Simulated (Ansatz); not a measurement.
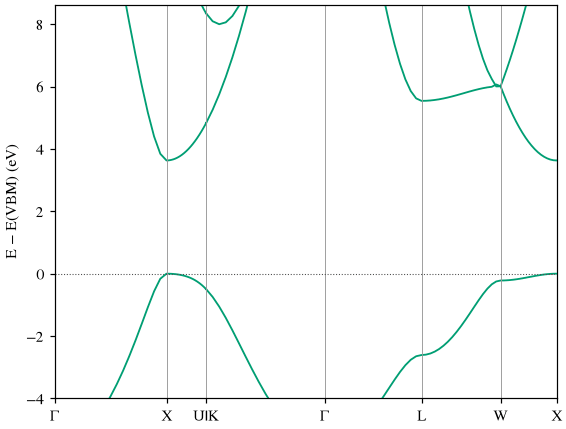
Band structure from r²SCAN (plane waves, PAW; program Ansatz)

### Question
Read off the gap and where the band edges lie.

### Answer
About 3.6 eV (3.63 eV by a search for the band edges); maximum at X, minimum at X.

The material is LiH (rock salt, space group No. 225).

Space group Fm-3m (rock salt). The r²SCAN relaxation kept the symmetry of its start.

Potentials: the later of the program's two PAW sets.
